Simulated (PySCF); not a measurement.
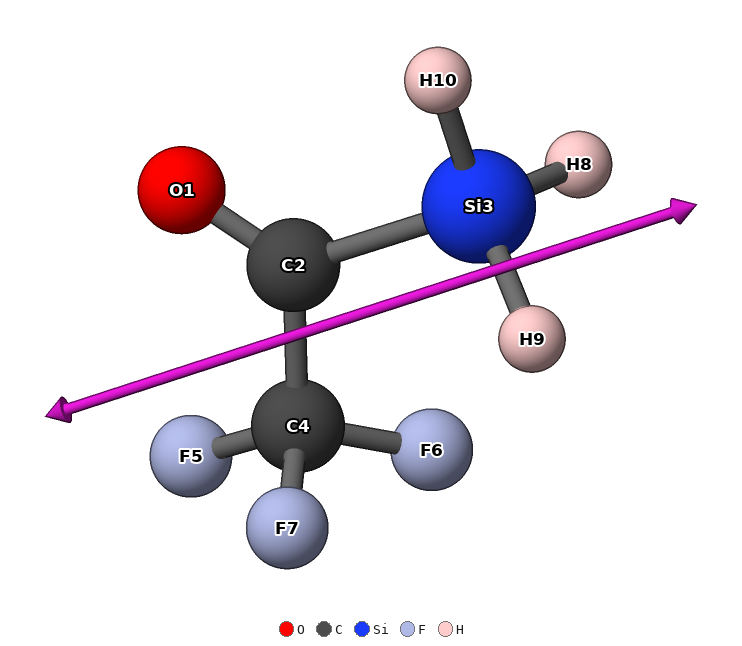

The double arrow shows the direction of the transition dipole to excited singlet state 6 (its length means nothing). The computed structure is the end point of a GFN2-xTB optimisation. No frequency run is at hand to confirm it as a minimum. Method: TDDFT PBE0/def2-SVPD, vertical, gas phase, core orbitals frozen in the response (PySCF 2.14.0).

How is the transition polarised?

Answer. Nearly parallel to the C2–Si3 bond.

Where does the transition lie, and how strong is it?

Answer. 7.53 eV (165 nm), oscillator strength 0.16, of mixed character, with the largest part HOMO → LUMO+2 (weight 0.50); transition dipole 2.36 D.

The geometry is semi-empirical. Around Si such bond lengths and angles can be off by a tenth of an ångström or more and by several degrees, and values that hang on the shape move with them.
